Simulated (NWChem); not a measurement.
# HBS (hydrogen boron sulfide) at 6 levels

We compute a comparison of 6 runs (HF/STO-3G, B3LYP/6-31G*, SVWN5/def2-TZVPPD, PBE0/def2-SVP, SVWN5/pcseg-1) of HBS (hydrogen boron sulfide). 

Program for the calculation: NWChem 7.3.0.

3 further runs of the same task are left out: 3 set aside as unsound or not needed. Runs told in other sessions of the task aren't counted.

### 1 The system as given

HBS has 3 atoms, charge 0, and is taken as a singlet. SMILES: `B=S`. Geometry: relaxed at PBE0-D4/def2-TZVP.

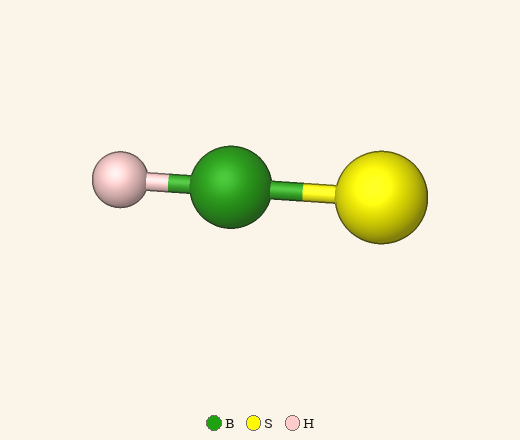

The structure, seen from a chosen angle (boron green, sulfur yellow, hydrogen pink).

### 2 Energy and gradient at HF/STO-3G (run 1)

bhs.nw

```
start bhs
title "BHS gradient"
memory 2200 mb
geometry units angstroms noautosym nocenter noautoz
  B    -0.038660   -0.014560    0.134750
  S     0.399170    0.147640   -1.393290
  H    -0.360510   -0.133080    1.258530
end
basis "ao basis" spherical bse
  * library STO-3G
end
scf
  thresh 1e-08
  maxiter 80
end
task scf gradient
```

On the command line:

```bash
nwchem bhs.nw > bhs.out
```

What it wrote:

```text
[...]
  functions       =    15
[...]
  wavefunction    = RHF
[...]
         Total SCF energy =   -418.119932281015
      One-electron energy =   -644.122445734699
      Two-electron energy =    194.201426323289
 Nuclear repulsion energy =     31.801087130395
        Time for solution =      0.1s
[...]
                         RHF ENERGY GRADIENTS
    atom               coordinates                        gradient
                 x          y          z           x          y          z
   1 B      -0.073057  -0.027514   0.254641   -0.015761  -0.005898   0.054965
   2 S       0.754322   0.278999  -2.632936    0.021041   0.007815  -0.073420
   3 H      -0.681265  -0.251485   2.378277   -0.005280  -0.001917   0.018455
[...]
```

Run time: 0.68 s. Hardware: 1 thread of Intel Xeon 6975P-C (Granite Rapids), shared host; peak memory 0.1 GiB.

### 3 Energy and gradient at B3LYP/6-31G(d) (spherical functions) (run 2)

bhs.nw

```
start bhs
title "hydrogen boron sulfide"
memory 2200 mb
charge 0

geometry noautosym nocenter noautoz
   B       -0.038660      -0.014560       0.134750
   S        0.399170       0.147640      -1.393290
   H       -0.360510      -0.133080       1.258530
end

basis spherical bse
   * library 6-31G*
end

dft
   xc b3lyp
   grid xfine
   convergence energy 1e-08
   maxiter 100
   mulliken
   print low
end

task dft gradient
```

On the command line:

```bash
nwchem bhs.nw > bhs.out
```

What it wrote:

```text
[...]
 d= 0,ls=0.0,diis     1   -423.5932342162 -4.55D+02  3.70D-02  2.96D-01     0.4
[...]
 d= 0,ls=0.0,diis     8   -423.6504758332 -1.08D-10  3.09D-07  6.75D-11     2.3
         Total DFT energy =     -423.650475833236
      One electron energy =     -646.620886263508
           Coulomb energy =      221.287185868661
    Exchange-Corr. energy =      -30.117862568784
 Nuclear repulsion energy =       31.801087130395
[...]
      Total Density - Mulliken Population Analysis
     ---------------------------------------------
    Atom       Charge   Shell Charges
 -----------   ------   -------------------------------------------------------
    1 B    5     4.85   2.00  0.63  1.33  0.43  0.43  0.04
    2 S   16    16.19   2.00  2.00  5.97  1.36  3.01  0.55  1.27  0.04
    3 H    1     0.96   0.51  0.45
[...]
                         DFT ENERGY GRADIENTS
    atom               coordinates                        gradient
                 x          y          z           x          y          z
   1 B      -0.073057  -0.027514   0.254641    0.002879   0.001030  -0.010074
   2 S       0.754322   0.278999  -2.632936   -0.002873  -0.001049   0.010039
   3 H      -0.681265  -0.251485   2.378277   -0.000006   0.000019   0.000034
 Task  times  cpu:        3.1s     wall:        3.1s
 Total times  cpu:        3.1s     wall:        3.1s
```

Wall time 3.6 s (1 thread of Intel Xeon 6975P-C (Granite Rapids), shared host); peak memory 0.12 GiB.

### 4 Energy and gradient at SVWN5/def2-TZVPPD (run 3)

geom.xyz

```xyz
3
BHS SVWN5
B     -0.038660    -0.014560     0.134750
S      0.399170     0.147640    -1.393290
H     -0.360510    -0.133080     1.258530
```

run.py

```python
from ase.io import read
from ase.calculators.nwchem import NWChem

atoms = read('geom.xyz')

calc = NWChem(
    label='geom',
    theory='dft',
    memory='2200 mb',
    basis='def2-TZVPPD',
    basispar='spherical bse',
    dft={'xc': 'slater vwn_5', 'mult': '1', 'grid': 'fine', 'convergence': 'energy 1e-08', 'iterations': '100', 'mulliken': None, 'print': 'low'},
)
atoms.calc = calc

forces = atoms.get_forces()
print("Total energy (eV):", round(atoms.get_potential_energy(), 6))
print("forces (eV/A):")
for s, f in zip(atoms.symbols, forces):
    print(f"{s:2s} {f[0]:10.5f} {f[1]:10.5f} {f[2]:10.5f}")
```

On the command line:

```bash
export ASE_NWCHEM_COMMAND="nwchem PREFIX.nwi > PREFIX.nwo"
python run.py
```

What it wrote:

```text
Total energy (eV): -11483.528037
forces (eV/A):
B     0.06268    0.02479   -0.21757
S     0.00201    0.00000   -0.00751
H    -0.06464   -0.02479    0.22507
```

The calculator wrote geom.nwi:

```
title "geom"

permanent_dir geom

scratch_dir geom

start geom

geometry units angstrom nocenter noautosym noautoz
  B  -3.8660000000000000e-02 -1.4560000000000000e-02 1.3475000000000001e-01
  S  3.9917000000000002e-01 1.4763999999999999e-01 -1.3932899999999999e+00
  H  -3.6051000000000000e-01 -1.3308000000000000e-01 1.2585299999999999e+00
end

memory 2200 mb

basis spherical bse noprint
   * library def2-TZVPPD
end

dft
  xc slater vwn_5
  mult 1
  grid fine
  convergence energy 1e-08
  iterations 100
  mulliken
  print low
end

task dft gradient
```

geom.nwo:

```text
Northwest Computational Chemistry Package (NWChem) 7.3.0
             --------------------------------------------------------

           Job information
           ---------------

    nwchem branch   = 7.3.0
    use scalapack   = T
    input           = geom.nwi
    prefix          = geom.
    data base       = geom/geom.db
    status          = startup
    nproc           =        1

           Memory information
           ------------------

    heap     =     72089596 doubles =      550.0 Mbytes
    stack    =     72089601 doubles =      550.0 Mbytes
    global   =    144179200 doubles =     1100.0 Mbytes (distinct from heap & stack)
    total    =    288358397 doubles =     2200.0 Mbytes
    verify   = yes
    hardfail = no

           Directory information
           ---------------------

  0 permanent = geom
  0 scratch   = geom

                                NWChem Input Module
                                -------------------

                                       geom
                                       ----

[... 23 lines left out ...]
            Nuclear Dipole moment (a.u.)
[... 57 lines left out ...]
   convergence    iter        energy       DeltaE   RMS-Dens  Diis-err    time
[... 14 lines left out ...]
         Total DFT energy =     -422.011874970764
      One electron energy =     -646.518946996650
           Coulomb energy =      221.082425625167
    Exchange-Corr. energy =      -28.376440729675
 Nuclear repulsion energy =       31.801087130395
[... 15 lines left out ...]
     -------------------------------------------
      Total Density - Lowdin Population Analysis
     -------------------------------------------

    Atom       Charge   Shell Charges
 -----------   ------   -------------------------------------------------------
    1 B    5     5.57   0.94  1.01  0.36  0.30  0.16  0.08  0.80  0.94  0.38  0.04  0.31  0.19  0.07
    2 S   16    15.33   1.99  0.83  1.12  0.70  0.49  0.14  3.91  1.89  1.06  1.88  1.05  0.12  0.00  0.02  0.05  0.07  0.01
    3 H    1     1.10   0.23  0.41  0.22  0.01  0.07  0.15  0.01

                         DFT ENERGY GRADIENTS

    atom               coordinates                        gradient
                 x          y          z           x          y          z
   1 B      -0.073057  -0.027514   0.254641   -0.001219  -0.000482   0.004231
   2 S       0.754322   0.278999  -2.632936   -0.000039  -0.000000   0.000146
   3 H      -0.681265  -0.251485   2.378277    0.001257   0.000482  -0.004377

 Task  times  cpu:       14.6s     wall:       14.6s
 Total times  cpu:       14.6s     wall:       14.6s
```

Run time: 16 s. Hardware: 1 thread of Intel Xeon 6975P-C (Granite Rapids), shared host; peak memory 0.12 GiB.

Runs 4 to 5 aren't shown in full; the table further down has their settings and results.

### 5 Energy and gradient at SVWN5/pcseg-1 (run 6)

run.nw

```
start run
title "BHS SVWN5"
memory total 2200 mb

geometry noautosym nocenter noautoz
B     -0.038660    -0.014560     0.134750
S      0.399170     0.147640    -1.393290
H     -0.360510    -0.133080     1.258530
end

basis spherical bse
* library pcseg-1
end

dft
xc slater vwn_5
mult 1
grid xfine
convergence energy 1e-08
maxiter 100
mulliken
end

task dft gradient
```

On the command line:

```bash
nwchem run.nw > run.out
```

What it wrote:

```text
[...]
          Wavefunction type:  closed shell.
          No. of atoms     :     3
          No. of electrons :    22
[...]
          Charge           :     0
          Spin multiplicity:     1
[...]
          AO basis - number of functions:    37
[...]
              XC Information
              --------------
                        Slater Exchange Functional  1.000 local
                      VWN V Correlation Functional  1.000 local
[...]
 d= 0,ls=0.0,diis     1   -421.9135426083 -4.54D+02  4.66D-02  4.17D-01     0.3
[...]
 d= 0,ls=0.0,diis    10   -421.9721047197 -6.39D-11  1.29D-07  1.77D-11     1.8
         Total DFT energy =     -421.972104719731
      One electron energy =     -646.440751814320
           Coulomb energy =      221.057081634976
    Exchange-Corr. energy =      -28.389521670781
 Nuclear repulsion energy =       31.801087130395
[...]
      Total Density - Mulliken Population Analysis
     ---------------------------------------------
    Atom       Charge   Shell Charges
 -----------   ------   -------------------------------------------------------
    1 B    5     4.97   1.99  0.72  0.37  1.47  0.39  0.02
    2 S   16    16.13   2.00  1.99  1.25  0.63  5.98  3.22  1.02  0.04
    3 H    1     0.90   0.73  0.17  0.01
[...]
  wavefunction    = closed shell
                         DFT ENERGY GRADIENTS
    atom               coordinates                        gradient
                 x          y          z           x          y          z
   1 B      -0.073057  -0.027514   0.254641    0.000568   0.000185  -0.002002
   2 S       0.754322   0.278999  -2.632936   -0.003367  -0.001234   0.011761
   3 H      -0.681265  -0.251485   2.378277    0.002799   0.001049  -0.009759
[...]
```

Run time: 2.9 s. Hardware: 1 thread of Intel Xeon 6975P-C (Granite Rapids), shared host; peak memory 0.12 GiB.

### 6 All runs side by side

| run | level | iteration cap | module | energy (Eh) | dipole moment (D) | HOMO energy (eV) | LUMO energy (eV) | wall time |
| --- | --- | --- | --- | --- | --- | --- | --- | --- |
| 1 | HF/STO-3G | 80 | scf | -418.119932 | 1.01 | -7.91 | 7.81 | 0.68 s |
| 2 | B3LYP/6-31G* (spherical functions) | 100 | dft | -423.650476 | – | – | – | 3.6 s |
| 3 | SVWN5/def2-TZVPPD | 100 | dft | -422.011875 | – | – | – | 16 s |
| 4 | B3LYP/6-31G* (Cartesian functions) | 100 | dft | -423.653818 | 1.54 | -8.16 | -1.09 | 3.9 s |
| 5 | PBE0/def2-SVP | 100 | dft | -423.328236 | 1.36 | -8.50 | -0.97 | 3.3 s |
| 6 | SVWN5/pcseg-1 | 100 | dft | -421.972105 | 1.31 | -7.64 | -2.31 | 2.9 s |

### 7 Summary of results

```
                       quantity          value
            run 6: total energy  -421.97210 Eh
           run 6: dipole moment         1.31 D
             run 6: HOMO energy       -7.64 eV
             run 6: LUMO energy       -2.31 eV
           run 6: HOMO–LUMO gap        5.33 eV
run 6: largest force on an atom     0.632 eV/Å
```

Over runs 1, 4, 5, 6 the dipole moment (its size) runs from 1.01 D (HF/STO-3G) to 1.54 D (B3LYP/6-31G*). The two ends differ in method and basis. Over runs 1, 4, 5, 6 the HOMO–LUMO gap runs from 5.33 eV (SVWN5/pcseg-1) to 15.72 eV (HF/STO-3G). Totals of different functionals can't be ranked against each other. In run 1 the basis is minimal, so the values are rough. All runs together took 30 s, the longest 16 s.
